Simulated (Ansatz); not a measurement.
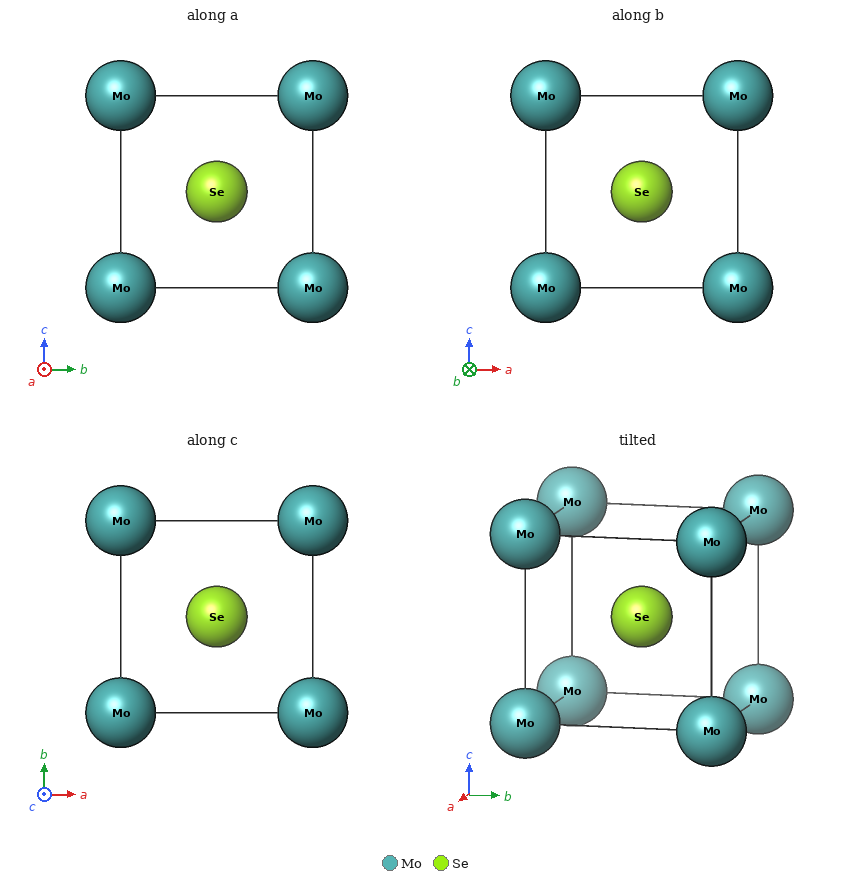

The figure gives a spheres-only picture of the atoms, viewed along the a axis, along the b axis, along the c axis and slightly off an axis. The outline marks the conventional unit cell.

Lattice parameters: a = 3.7338 Å, b = 3.7338 Å, c = 3.7338 Å, α = 90.000°, β = 90.000°, γ = 90.000°.

Set out the cell and atoms as a CIF in P1 with every atom of the cell.

Answer.
```cif
data_structure
_symmetry_space_group_name_H-M 'P 1'
_symmetry_Int_Tables_number 1
_cell_length_a 3.7338
_cell_length_b 3.7338
_cell_length_c 3.7338
_cell_angle_alpha 90.000
_cell_angle_beta 90.000
_cell_angle_gamma 90.000
_cell_volume 52.05
loop_
_atom_site_label
_atom_site_type_symbol
_atom_site_fract_x
_atom_site_fract_y
_atom_site_fract_z
_atom_site_occupancy
Mo1 Mo 0.0000 0.0000 0.0000 1
Se1 Se 0.5000 0.5000 0.5000 1
```

The structure comes from a structure type filled with these elements by a generator (whether the compound takes this form wasn't checked). Earlier steps of the study, as a rule a relaxation of our own, may have changed the cell and positions, so they can lie some per cent off the listed ones. It was run through Ansatz as a DFT input.

At this level of theory the run's own cell isn't at rest (stretched, at -15 GPa), so its distances can differ from those at equilibrium, the more so the softer the solid.
